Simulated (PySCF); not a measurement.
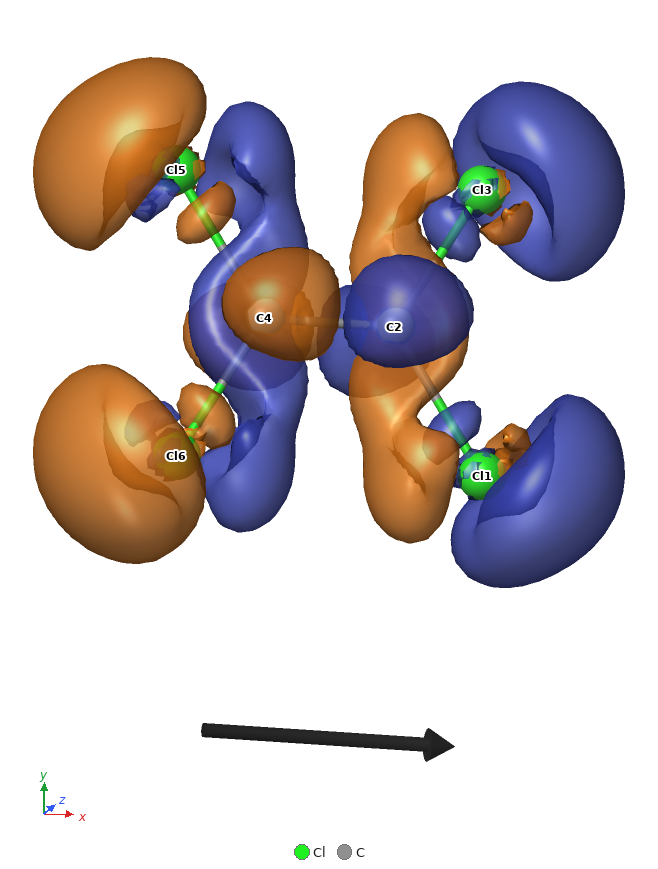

*C2Cl4, SMILES `ClC(Cl)=C(Cl)Cl`. Change of the electron density in a uniform field of 0.21 V/Å along +x (arrow), surfaces at ±0.002 e/Å³ (orange: gain, blue: loss).*

Computed with PySCF, PBE0/def2-TZVP, geometry: GFN2-xTB. No frequency check shows the geometry to be a minimum. A basis without diffuse functions makes polarisabilities too small. GFN2-xTB bond lengths at metals and heavier atoms can be off by up to 0.1 Å and shapes distorted, which carries into these values.

Question: How large is the response?

Answer: The induced dipole is 0.91 D (along the field); α along this axis, from the fields in both directions, is 90 bohr³ (13.3 Å³).

Question: Which atoms gain and lose the most charge?

Answer: Electrons gather most on Cl5 and Cl6 alike (Hirshfeld charge changes by −0.017 e) and leave Cl1 and Cl3 alike most (+0.017 e); 0.073 electrons are displaced in all.
